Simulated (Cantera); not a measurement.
Feed: 1 mol HCl, 0.046 mol H2O, 0.00011 mol Cl2, at 1300000 Pa.

These are equilibrium values from Cantera (NASA tables, ideal gas, pure condensed phases), not measurements of a reactor. Candidate condensed phases: H2O; 14 gas species. The numbers say what is thermodynamically allowed, not how fast it happens.

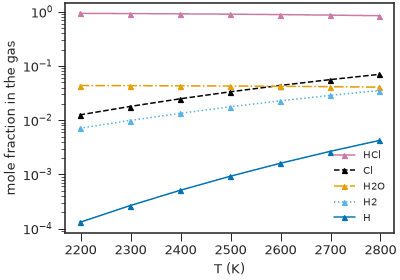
Figure. Equilibrium gas composition (values under 1e-9 drawn at 1e-9)

From 2198 K to 2798 K nothing is condensed.
